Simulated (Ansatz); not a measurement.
# MgMn2Si2: relaxing a made-up structure

Starting from a made-up structure for MgMn2Si2, the aim is the relaxed cell, its shortest contacts and, where a second run follows, its electronic structure.

Main program and level: Ansatz 0.2.0; DFT, PBE, plane-wave PAW, files of the set soft_1, scalar-relativistic, ferromagnetic start, cell and ions relaxed at zero pressure; PAW set soft_1, in the first sound run; inputs show where later runs differ.

**1. Set-up**

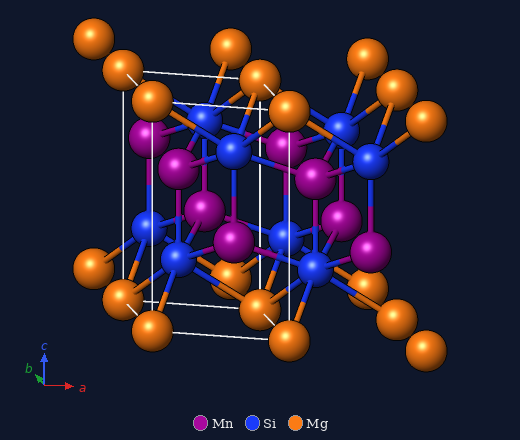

The cell as given, slightly off an axis (manganese purple, silicon blue, magnesium orange). 2×2×1 cells are drawn. Bonds to atoms that aren't drawn are left out. Some periodic images of atoms are drawn too.

**2. Relaxing cell and atoms**

The guess takes its coordinates from another compound and its volume from a rule, so the cell and any free coordinates are relaxed together.

input.yaml reads:

```yaml
crystal:
  lattice:
    - [3.948, 0.0, 0.0]
    - [-1.974, 3.419068294, 0.0]
    - [0.0, 0.0, 6.45]
  atoms:
    - { symbol: Mn, position: [0.666666667, 0.333333333, 0.3703], spin: 4.0 }
    - { symbol: Mn, position: [0.333333333, 0.666666667, 0.6297], spin: 4.0 }
    - { symbol: Si, position: [0.666666667, 0.333333333, 0.7647] }
    - { symbol: Si, position: [0.333333333, 0.666666667, 0.2353] }
    - { symbol: Mg, position: [0.0, 0.0, 0.0] }
magnetization:
  spin_polarized: true
kpoints:
  mp_grid: { grid: [8, 8, 4] }
scf:
  occupations: { method: fermi_dirac, width: 0.05 }
hamiltonian:
  xc: pbe
  pseudopotentials: { kind: paw, azcp: { folder: soft_1 } }
relax:
  f_tol: 0.015
  max_steps: 70
  cell: {}
output:
  forces: true
  stress: true
```

The run is started by

```
> ansatz run input.yaml --threads 4 --pin off --max-ram 8192MiB --backend cpu --events-out ev --progress --plain --runs-dir out
```

Numbers of over 12 decimals in the logs are rounded to 6 here.

Log:

```text
Engine: ansatz 0.2.0, aarch64-unknown-linux-gnu
Pseudopotentials: kind: paw
Pseudopotential: Mn, paw, valence charge 15, recommended cutoff 420 eV (normal), soft_1/Mn.paw.azcp
Pseudopotential: Si, paw, valence charge 4, recommended cutoff 420 eV (normal), soft_1/Si.paw.azcp
Pseudopotential: Mg, paw, valence charge 10, recommended cutoff 420 eV (normal), soft_1/Mg.paw.azcp
Functional definition: PBE
  parameter kappa = 0.804
  parameter beta = 0.066725
  exchange = pbe_x(kappa = kappa, mu = beta*pi^2/3)
  correlation = pbe_c(beta = beta)
Crystal: 5 atoms, lattice volume = 87.065 Å³
Basis set: ecut = 420 eV, 1737 PW (Γ), exchange–correlation on 54×54×90 points (8 copies of the dense FFT grid, shifted against one another)
Bands: 34, of which v1, the nominal top of the filled ones, is band 24 counted from 1 (23 counted from 0)
Symmetry: 12 space group operations
Space group: P-3m1 (ITA 164), of the structure as read, at distance tolerance 4.4e-5 Å
Magnetic group: BNS 164.85 (UNI 1315), of the structure as read, at distance tolerance 4.4e-5 Å
k-points: 35 of 256
Non-local potential: Mn, projectors of the file, l = 0: 3, l = 1: 2, l = 2: 3, l = 3: 1
Non-local potential: Si, projectors of the file, l = 0: 2, l = 1: 2, l = 2: 1
Non-local potential: Mg, projectors of the file, l = 0: 3, l = 1: 2, l = 2: 1
PAW form: soft (Blöchl's): semilocal exchange-correlation on the pseudo side does not see the compensation charge
PAW one-centre angular grid: Mn, 590 points (default); XC on 64 Gauss nodes
PAW one-centre angular grid: Si, 110 points (default); XC on 64 Gauss nodes
PAW one-centre angular grid: Mg, 110 points (default); XC on 64 Gauss nodes
Initial density: superposition of atomic densities (chi_scale 0.1, normalization cell)
Starting moments: Σ|m| = 8 μB on 2 of 5 sites
Initial wavefunctions: pseudopotential atomic-orbital guess
Functional: x = pbe(κ = 0.804, μ = 0.219515), c = pbe(β = 0.066725)
SCF iter   1: F=—  HF=-10991.540446 eV  |F-HF|=—  |Δ(HF+E_count)|=         —  Δρ=2.37e-2 (↑2.37e-2 ↓2.21e-2)  dr2=1.83e0  dr2_m=1.98e-1  M=6.800 μB ∫|m|=7.643 μB  β_m=0.30  ethr=3.10e-3  ⟨swp⟩=6.8  Hψ=10135  notcnv=0
Mixer restart at iter 1: flushing history
preconditioner: auto → Kerker (q_TF=auto, 2.471 Å⁻¹)  [metal: Δε(μ)=0.028 eV  Ē_g=6.679 eV  σ=0.050 eV  W_gap=0.14  n_scr=22 (ndim 8)  ℏωp=19.5 eV  f_vac=0.000  D(μ)=2.31/eV (n_scr^D=22)]
spin=Collinear: Kerker preconditioning applied to the charge; magnetization (m = ρ↑ − ρ↓) channel mixes plain (no charge-response kernel on spin).
SCF iter   2: F=—  HF=-10991.470156 eV  |F-HF|=—  |Δ(HF+E_count)|=   7.03e-2  Δρ=2.07e-2 (↑1.29e-2 ↓2.07e-2)  dr2=1.40e0  dr2_m=1.11e-1  M=6.682 μB ∫|m|=7.594 μB  β_m=0.60  ethr=3.10e-3  ⟨swp⟩=2.0  Hψ=3417  notcnv=0  defer=138
SCF iter   3: F=—  HF=-10991.921776 eV  |F-HF|=—  |Δ(HF+E_count)|=   4.52e-1  Δρ=1.74e-2 (↑7.75e-3 ↓1.74e-2)  dr2=9.31e-1  dr2_m=8.44e-2  M=6.386 μB ∫|m|=7.402 μB  β_m=0.73  ethr=2.92e-3  ⟨swp⟩=2.0  Hψ=2863  notcnv=0  defer=160
SCF iter   4: F=—  HF=-10992.084297 eV  |F-HF|=—  |Δ(HF+E_count)|=   1.63e-1  Δρ=9.34e-3 (↑3.95e-3 ↓9.34e-3)  dr2=2.62e-1  dr2_m=1.86e-2  M=6.025 μB ∫|m|=7.089 μB  β_m=0.76  ethr=1.94e-3  ⟨swp⟩=2.3  Hψ=3124  notcnv=0  defer=165
SCF iter   5: F=—  HF=-10992.184191 eV  |F-HF|=—  |Δ(HF+E_count)|=         —  Δρ=2.71e-2 (↑2.71e-2 ↓1.50e-2)  dr2=1.28e-1  dr2_m=3.46e-1  M=4.974 μB ∫|m|=6.177 μB  β_m=0.76  ethr=5.47e-4  ⟨swp⟩=3.4  Hψ=4653  notcnv=0  defer=167
Mixer restart at iter 5: flushing history
SCF iter   6: F=—  HF=-10992.147066 eV  |F-HF|=—  |Δ(HF+E_count)|=   3.71e-2  Δρ=7.54e-3 (↑2.84e-3 ↓7.54e-3)  dr2=6.29e-2  dr2_m=8.43e-3  M=4.980 μB ∫|m|=6.214 μB  β_m=0.77  ethr=2.66e-4  ⟨swp⟩=2.5  Hψ=4630  notcnv=0  defer=171
SCF iter   7: F=—  HF=-10992.165857 eV  |F-HF|=—  |Δ(HF+E_count)|=   1.88e-2  Δρ=1.44e-2 (↑1.44e-2 ↓5.20e-3)  dr2=6.28e-2  dr2_m=7.21e-2  M=4.700 μB ∫|m|=5.937 μB  β_m=0.74  ethr=1.31e-4  ⟨swp⟩=2.4  Hψ=5097  notcnv=0  defer=178
SCF iter   8: F=—  HF=-10992.138083 eV  |F-HF|=—  |Δ(HF+E_count)|=   2.78e-2  Δρ=1.36e-3 (↑3.76e-4 ↓1.36e-3)  dr2=3.76e-3  dr2_m=4.42e-4  M=4.692 μB ∫|m|=5.945 μB  β_m=0.87  ethr=1.31e-4  ⟨swp⟩=2.1  Hψ=4115  notcnv=0  defer=179
SCF iter   9: F=—  HF=-10992.137083 eV  |F-HF|=—  |Δ(HF+E_count)|=   1.00e-3  Δρ=7.88e-4 (↑2.13e-4 ↓7.88e-4)  dr2=3.06e-4  dr2_m=1.61e-4  M=4.657 μB ∫|m|=5.904 μB  β_m=0.91  ethr=7.84e-6  ⟨swp⟩=1.8  Hψ=3139  notcnv=0  defer=179
SCF iter  10: F=—  HF=-10992.137596 eV  |F-HF|=—  |Δ(HF+E_count)|=   5.13e-4  Δρ=2.84e-4 (↑8.16e-5 ↓2.84e-4)  dr2=7.83e-5  dr2_m=1.34e-5  M=4.673 μB ∫|m|=5.919 μB  β_m=0.96  ethr=6.37e-7  ⟨swp⟩=2.2  Hψ=3287  notcnv=0  defer=179
SCF iter  11: F=—  HF=-10992.137669 eV  |F-HF|=—  |Δ(HF+E_count)|=   7.30e-5  Δρ=7.90e-5 (↑3.98e-5 ↓7.90e-5)  dr2=3.23e-6  dr2_m=2.47e-6  M=4.681 μB ∫|m|=5.927 μB  β_m=0.98  ethr=1.63e-7  ⟨swp⟩=2.0  Hψ=3061  notcnv=0  defer=179
SCF iter  12: F=—  HF=-10992.137671 eV  |F-HF|=—  |Δ(HF+E_count)|=   1.32e-6  Δρ=1.25e-5 (↑1.25e-5 ↓6.80e-6)  dr2=2.04e-7  dr2_m=3.13e-8  M=4.683 μB ∫|m|=5.929 μB  β_m=0.89  ethr=6.72e-9  ⟨swp⟩=2.0  Hψ=3945  notcnv=0  defer=179
SCF iter  13: F=—  HF=-10992.137671 eV  |F-HF|=—  |Δ(HF+E_count)|=   8.23e-8  Δρ=3.79e-6 (↑3.73e-6 ↓3.79e-6)  dr2=6.42e-8  dr2_m=7.83e-10  M=4.683 μB ∫|m|=5.929 μB  β_m=0.94  ethr=4.25e-10  ⟨swp⟩=2.0  Hψ=3149  notcnv=0  defer=179
SCF iter  14: F=-10992.137671 eV  HF=-10992.137671 eV  |F-HF|=9.28e-10  |Δ(HF+E_count)|=   1.22e-8  Δρ=1.32e-6 (↑1.32e-6 ↓7.44e-7)  dr2=2.71e-9  dr2_m=4.86e-10  M=4.683 μB ∫|m|=5.929 μB  ethr=1.34e-10  ⟨swp⟩=2.0  Hψ=6441  notcnv=0
SCF 1 converged in 14 iterations: F = -10992.137671 eV  dr2 = 2.71e-9
  greatest PAW one-centre occupation: 1.000 electrons in one spin orbital (limit 2), on the Mn atom at site 1 (counted from 0), in its partial waves of l = 0
relax step   1: F+E_penalty+E_count = -10992.13767069 eV  Δ(F+E_penalty+E_count) = +0.000e0 eV  max|allowed force component| = 1.548e0 eV/Å  Δτ_max = 0.0000 Å  P = -5.616 GPa  Ω = 87.065 Å³  (14 SCF iters, dr2 threshold 1.00e-7 eV, accepted)
Crystal: 5 atoms, lattice volume = 85.019 Å³
Basis set: ecut = 420 eV, 1701 PW (Γ), exchange–correlation on 54×54×90 points (8 copies of the dense FFT grid, shifted against one another)
Initial density: handed on by an earlier stage of this run
Starting moments: Σ|m| = 8 μB on 2 of 5 sites; this step starts from the density that it was given
Initial wavefunctions: those handed on with the density
iter 1 solved again at ethr=2.76e-4 eV; its pass at ethr=3.10e-3 eV (dr2=1.32e-1 eV) is discarded
[...]
SCF iter   9: F=—  HF=-10992.551962 eV  |F-HF|=—  |Δ(HF+E_count)|=   5.13e-7  Δρ=7.10e-6 (↑7.10e-6 ↓3.35e-6)  dr2=1.28e-7  dr2_m=6.30e-9  M=4.150 μB ∫|m|=4.911 μB  β_m=0.97  ethr=7.44e-9  ⟨swp⟩=2.1  Hψ=2755  notcnv=0  defer=42
SCF iter  10: F=-10992.551962 eV  HF=-10992.551962 eV  |F-HF|=3.27e-8  |Δ(HF+E_count)|=   1.45e-8  Δρ=3.56e-6 (↑3.06e-6 ↓3.56e-6)  dr2=4.62e-8  dr2_m=1.45e-10  M=4.150 μB ∫|m|=4.911 μB  ethr=2.67e-10  ⟨swp⟩=1.9  Hψ=7077  notcnv=0
SCF 3 converged in 10 iterations: F = -10992.551962 eV  dr2 = 4.62e-8
relax step   3: F+E_penalty+E_count = -10992.55196183 eV  Δ(F+E_penalty+E_count) = -7.434e-2 eV  max|allowed force component| = 3.517e-1 eV/Å  Δτ_max = 0.0953 Å  P = +3.383 GPa  Ω = 79.926 Å³  energy of the carried Pulay correction = +3.869e-3 eV  (10 SCF iters, dr2 threshold 5.00e-7 eV, accepted)
[...]
relax step   4: F+E_penalty+E_count = -10992.58223767 eV  Δ(F+E_penalty+E_count) = -3.028e-2 eV  max|allowed force component| = 2.031e-2 eV/Å  Δτ_max = 0.0220 Å  P = +0.112 GPa  Ω = 82.100 Å³  energy of the carried Pulay correction = +2.656e-3 eV  (10 SCF iters, dr2 threshold 5.00e-7 eV, accepted)
[...]
relax step   5: F+E_penalty+E_count = -10992.58281242 eV  Δ(F+E_penalty+E_count) = -5.747e-4 eV  max|allowed force component| = 1.414e-2 eV/Å  Δτ_max = 0.0029 Å  P = +0.014 GPa  Ω = 82.104 Å³  energy of the carried Pulay correction = +2.654e-3 eV  (8 SCF iters, dr2 threshold 2.28e-7 eV, accepted)
[...]
relax step   6: F+E_penalty+E_count = -10992.58293333 eV  Δ(F+E_penalty+E_count) = -1.209e-4 eV  max|allowed force component| = 3.784e-3 eV/Å  Δτ_max = 0.0044 Å  P = -0.006 GPa  Ω = 82.059 Å³  energy of the carried Pulay correction = +2.679e-3 eV  (11 SCF iters, accepted)
Initial wavefunctions: pseudopotential atomic-orbital guess (no wavefunctions were taken with the density)
iter 1 solved again at ethr=2.09e-7 eV; its pass at ethr=3.10e-3 eV (dr2=1.00e-4 eV) is discarded
SCF iter   1: F=—  HF=-10992.580170 eV  |F-HF|=—  |Δ(HF+E_count)|=         —  Δρ=7.13e-5 (↑6.69e-5 ↓7.13e-5)  dr2=1.07e-5  dr2_m=7.13e-8  M=4.252 μB ∫|m|=5.112 μB  β_m=0.65  ethr=2.09e-7  ⟨swp⟩=3.2  Hψ=16327  notcnv=0
preconditioner: auto → none  [metal: Δε(μ)=0.053 eV  Ē_g=6.484 eV  σ=0.050 eV  W_gap=0.26  n_scr=8 (ndim 8)  ℏωp=20.1 eV  f_vac=0.000  D(μ)=2.65/eV (n_scr^D=22)]
SCF iter   2: F=—  HF=-10992.580170 eV  |F-HF|=—  |Δ(HF+E_count)|=   3.02e-7  Δρ=7.08e-5 (↑7.08e-5 ↓2.97e-5)  dr2=1.13e-5  dr2_m=4.91e-7  M=4.252 μB ∫|m|=5.113 μB  β_m=0.38  ethr=2.23e-8  ⟨swp⟩=2.0  Hψ=3244  notcnv=0
SCF iter   3: F=—  HF=-10992.580171 eV  |F-HF|=—  |Δ(HF+E_count)|=   1.47e-6  Δρ=2.28e-5 (↑2.15e-5 ↓2.28e-5)  dr2=5.41e-7  dr2_m=1.20e-8  M=4.252 μB ∫|m|=5.112 μB  β_m=0.42  ethr=2.23e-8  ⟨swp⟩=2.2  Hψ=3259  notcnv=0
SCF iter   4: F=—  HF=-10992.580173 eV  |F-HF|=—  |Δ(HF+E_count)|=   1.48e-6  Δρ=9.62e-6 (↑7.53e-6 ↓9.62e-6)  dr2=9.93e-8  dr2_m=1.30e-8  M=4.252 μB ∫|m|=5.112 μB  β_m=0.63  ethr=1.13e-9  ⟨swp⟩=2.2  Hψ=3472  notcnv=0
SCF iter   5: F=—  HF=-10992.580174 eV  |F-HF|=—  |Δ(HF+E_count)|=   1.07e-6  Δρ=8.30e-6 (↑3.96e-6 ↓8.30e-6)  dr2=1.13e-7  dr2_m=5.36e-9  M=4.251 μB ∫|m|=5.112 μB  β_m=0.69  ethr=2.07e-10  ⟨swp⟩=2.0  Hψ=3271  notcnv=0
SCF iter   6: F=—  HF=-10992.580174 eV  |F-HF|=—  |Δ(HF+E_count)|=   6.86e-7  Δρ=5.77e-6 (↑5.77e-6 ↓3.91e-6)  dr2=2.77e-8  dr2_m=1.57e-8  M=4.251 μB ∫|m|=5.112 μB  β_m=0.69  ethr=2.07e-10  ⟨swp⟩=2.5  Hψ=4156  notcnv=0
SCF iter   7: F=—  HF=-10992.580174 eV  |F-HF|=—  |Δ(HF+E_count)|=   7.92e-8  Δρ=1.53e-6 (↑1.53e-6 ↓5.50e-7)  dr2=2.32e-9  dr2_m=5.17e-10  M=4.251 μB ∫|m|=5.111 μB  β_m=0.69  ethr=5.76e-11  ⟨swp⟩=3.0  Hψ=4268  notcnv=0
SCF iter   8: F=—  HF=-10992.580174 eV  |F-HF|=—  |Δ(HF+E_count)|=   6.81e-9  Δρ=6.09e-7 (↑6.09e-7 ↓3.32e-7)  dr2=8.30e-10  dr2_m=2.44e-11  M=4.251 μB ∫|m|=5.111 μB  β_m=0.76  ethr=4.83e-12  ⟨swp⟩=2.5  Hψ=3592  notcnv=0
SCF iter   9: F=—  HF=-10992.580174 eV  |F-HF|=—  |Δ(HF+E_count)|=   2.74e-9  Δρ=1.58e-7 (↑1.58e-7 ↓1.03e-7)  dr2=6.16e-11  dr2_m=1.02e-12  M=4.251 μB ∫|m|=5.111 μB  β_m=0.84  ethr=1.73e-12  ⟨swp⟩=2.0  Hψ=3754  notcnv=0
SCF iter  10: F=—  HF=-10992.580174 eV  |F-HF|=—  |Δ(HF+E_count)|=  2.27e-10  Δρ=3.76e-8 (↑3.76e-8 ↓2.47e-8)  dr2=3.85e-12  dr2_m=4.61e-14  M=4.251 μB ∫|m|=5.111 μB  β_m=0.82  ethr=1.00e-12  ⟨swp⟩=2.0  Hψ=2923  notcnv=0
SCF iter  11: F=-10992.580174 eV  HF=-10992.580174 eV  |F-HF|=1.27e-11  |Δ(HF+E_count)|=  1.09e-11  Δρ=5.46e-8 (↑5.27e-8 ↓5.46e-8)  dr2=1.20e-11  dr2_m=8.93e-15  M=4.251 μB ∫|m|=5.111 μB  ethr=1.00e-12  ⟨swp⟩=3.0  Hψ=7158  notcnv=0
SCF 7 converged in 11 iterations: F = -10992.580174 eV  dr2 = 1.20e-11
relax step   7: F+E_penalty+E_count = -10992.58017442 eV  Δ(F+E_penalty+E_count) = +2.759e-3 eV  max|allowed force component| = 3.331e-3 eV/Å  Δτ_max = 0.0000 Å  P = -0.004 GPa  Ω = 82.059 Å³  stress off target by 2.08e-2 GPa  SCF on the basis re-selected at this cell (its energy is not comparable with the rows above)  (11 SCF iters)
basis re-selected at this cell: Δ(F+E_penalty+E_count) = +2.759e-3 eV, ΔP = +0.002 GPa vs the last step (what re-selecting the basis moved, of the pressure what is left beyond the Pulay correction that the steps carried, after the strain that the cell walked since its last selection, with what the two solves' SCF thresholds leave and, on support functions, any second-order correction that the steps lacked; it is no m [...]
SCF converged after 11 iterations
Magnetization: 4.2513 μB (26.1256 up, 21.8744 down)
Absolute magnetization: 5.1119 μB (∫|ρ↑−ρ↓|, with the PAW one-centre terms)
Spin contamination: 0.2265 ħ² per cell (⟨S²⟩ above its minimum at these occupations)
Per-site moments (μB) at R_I (Å): [(2.097956, 0.961946), (2.097956, 0.961946), (-0.109759, 0.961946), (-0.109759, 0.961946), (-0.016637, 1.148377)]
Free energy (F): -10992.580174 eV
Harris-Foulkes:  -10992.580174 eV  (|F-HF|=1.27e-11)
Internal energy: -10992.557157 eV  (E = F + TS)
E sigma→0 (E₀):  -10992.568666 eV
Entropy (-TS):   -0.023018 eV (-4.604 meV/atom)
Fermi energy:    9.701107 eV
--- Per-component energies (eV) ---
  E_band       = -900.071657
  E_kinetic    = 791.090113
  E_local      = -7193.290384  (includes V_loc(G=0)·N_el)
  E_nonlocal   = 1159.428847
  E_hartree    = 2750.952541
  E_xc         = -358.724644
  E_vxc        = -410.021055  (∫ρ·V_xc dr)
  E_paw        = -3980.079500  (= ΣΔE_a)
  E_vpaw       = -749.184091  (= ΣTr[D̂ρ^β])
  E_aug_tail   = 0.000138  (compensation charges beyond the density's cutoff)
  E_ewald      = -4161.934269
  E_smearing   = -0.023018  (= −TS)
  E_closure    = -0.000000  (closes the sum)
  Σ components = -10992.580174   (vs F -10992.580174, Δ=0.00e0)
--- Forces (eV/Å), atoms counted from 1 ---
  atom   1  Mn    -0.00000000     0.00000000     0.00100880
  atom   2  Mn     0.00000000    -0.00000000    -0.00100880
  atom   3  Si    -0.00000000     0.00000000    -0.00333135
  atom   4  Si     0.00000000    -0.00000000     0.00333135
  atom   5  Mg    -0.00000000    -0.00000000     0.00000000
  max |Σ_I F_I| component: 2.63e-31 eV/Å
--- Stress (GPa, compression-positive) ---
        0.005063       0.000000       0.000000
        0.000000       0.005063      -0.000000
        0.000000      -0.000000      -0.020819
  P = ⅓ Tr σ = -0.0036 GPa (-0.036 kbar)
--- Relaxed structure (6 steps of the walk, 6 accepted, 1 SCFs on fresh bases) ---
  F+E_penalty+E_count = -10992.58017442 eV   max|allowed force component| = 3.331e-3 eV/Å   (the final SCF, on the basis selected at the relaxed cell)
  cell:  # Å, volume = 82.0592 Å³
    - [3.913238, 0, 0]
    - [-1.956619, 3.388963, 0]
    - [0, 0, 6.187627]
  atoms:
    - { symbol: Mn, position: [0.666667, 0.333333, 0.356241] }
    - { symbol: Mn, position: [0.333333, 0.666667, 0.643759] }
    - { symbol: Si, position: [0.666667, 0.333333, 0.737118] }
    - { symbol: Si, position: [0.333333, 0.666667, 0.262882] }
    - { symbol: Mg, position: [0, 0, 0] }
```

It took 23 s on 4 threads of Arm Neoverse V2, shared host; peak memory 0.49 GiB.

Step by step:

| step | energy less that of the first step (eV) | largest force component (eV/Å) | pressure (GPa) | volume (Å³) |
| --- | --- | --- | --- | --- |
| 1 | 0.0000 | 1.5483 | -5.62 | 87.07 |
| 2 | -0.3399 | 0.7411 | -3.72 | 85.02 |
| 3 | -0.4143 | 0.3517 | 3.38 | 79.93 |
| 4 | -0.4446 | 0.0203 | 0.11 | 82.10 |
| 5 | -0.4451 | 0.0141 | 0.01 | 82.10 |
| 6 | -0.4453 | 0.0038 | -0.01 | 82.06 |
| 7* | -0.4425 | 0.0033 | 0.00 | 82.06 |

Relaxation steps marked * repeat the geometry before them on a plane-wave basis chosen anew for their cell, so energy and pressure can jump there.

Forces are held to the 12 operations that the run works with; a distortion that breaks them can't arise in this run.

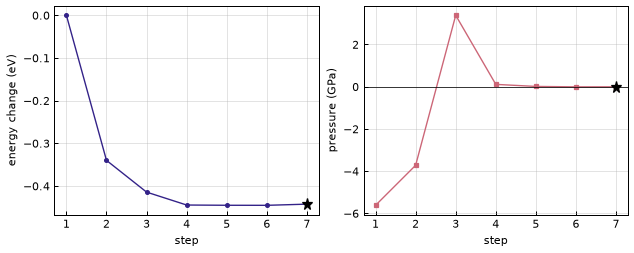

Energy and pressure along the relaxation. Stars mark steps on a basis chosen anew.

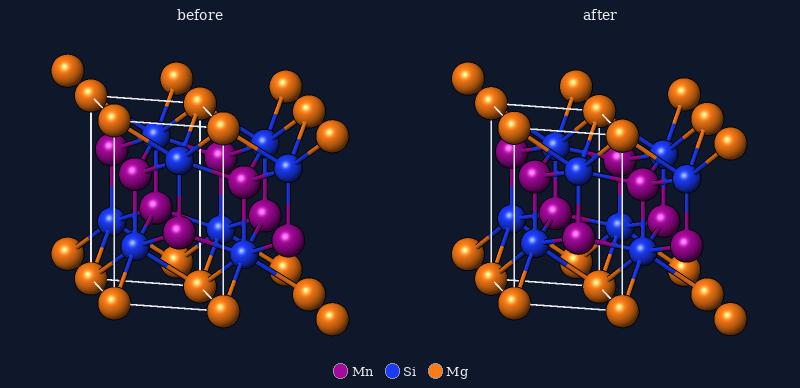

The structure before and after the relaxation, drawn at the same scale. Bonds to atoms that aren't drawn are left out.

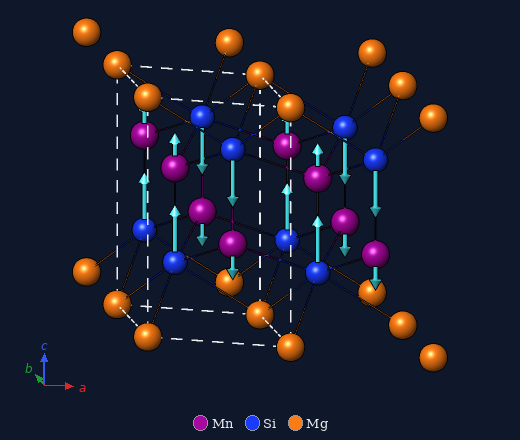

Displacements in the relaxation, exaggerated, measured against the changing cell; the longest in the cell stands for 0.17 Å. Bonds to atoms that aren't drawn are left out. 2×2×1 cells are drawn. Some periodic images of atoms are drawn too.

| conventional cell, symmetrised | before | after | change |
| --- | --- | --- | --- |
| a (Å) | 3.948 | 3.913 | -0.9 % |
| b (Å) | 3.948 | 3.913 | -0.9 % |
| c (Å) | 6.450 | 6.188 | -4.1 % |
| volume (Å³/atom) | 17.41 | 16.41 | -5.7 % |

The atoms that moved most (Å, as changes of fractional coordinates times the final cell):

| atom | dx | dy | dz | length |
| --- | --- | --- | --- | --- |
| Si4 | 0.000 | 0.000 | 0.171 | 0.171 |
| Si3 | 0.000 | 0.000 | -0.171 | 0.171 |
| Mn2 | 0.000 | 0.000 | 0.087 | 0.087 |
| Mn1 | 0.000 | 0.000 | -0.087 | 0.087 |

The relaxed structure:

```xyz
5
Lattice="3.9132 0.0000 0.0000 -1.9566 3.3890 0.0000 0.0000 0.0000 6.1876" Properties=species:S:1:pos:R:3 pbc="T T T"
Mn    1.9566    1.1297    2.2043
Mn    0.0000    2.2593    3.9833
Si    1.9566    1.1297    4.5610
Si    0.0000    2.2593    1.6266
Mg    0.0000    0.0000    0.0000
```

This step gave:

```
free energy             : -10992.5802 eV
energy at zero smearing : -10992.5687 eV
smearing term TS        : 0.02302 eV
Fermi energy            : 9.701 eV
magnetization           : 4.251 μB
absolute magnetization  : 5.112 μB
site moments            : 2.098, 2.098, -0.1098, -0.1098, -0.01664 μB
electrons               : 48
symmetry operations     : 12
pressure                : -0.003564 GPa
```

Site moment by atom:

| atom | site moment (μB) |
| --- | --- |
| Mn1 | 2.10 |
| Mn2 | 2.10 |
| Si3 | -0.11 |
| Si4 | -0.11 |
| Mg5 | -0.02 |

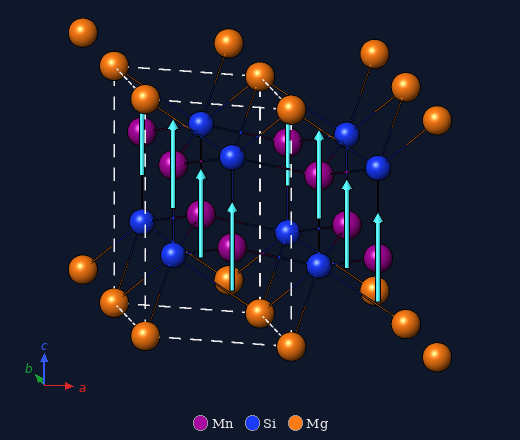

Site moment as arrows, the longest 2.10 μB. Up and down stand for the sign. Arrows give size and sign along the axis of quantisation, drawn up and down the page. Bonds to atoms that aren't drawn are left out. 2×2×1 cells are drawn. Some periodic images of atoms are drawn too.

The shortest distance of each pair, which need not be the same contact before and after:

| pair | guess (Å) | relaxed (Å) |
| --- | --- | --- |
| Mn–Si | 2.440 | 2.332 |
| Mg–Si | 2.738 | 2.784 |
| Mn–Mn | 2.828 | 2.876 |
| Mg–Mn | 3.302 | 3.156 |
| Si–Si | 3.796 | 3.703 |

The relaxation ends with a largest force component of 0.0033 eV/Å and a pressure of 0.00 GPa.

(Continued in part 2 of 2.)

[Logs are printed without paths, hosts, clocks, repeated set-up lines and the standing remarks that a program may print on its own settings, such as how far it seeks lower states.]

[Hosts, paths, dates, database ids (printed as entryN), source tags and the programs' standing remarks are cut or masked in the printed files.]
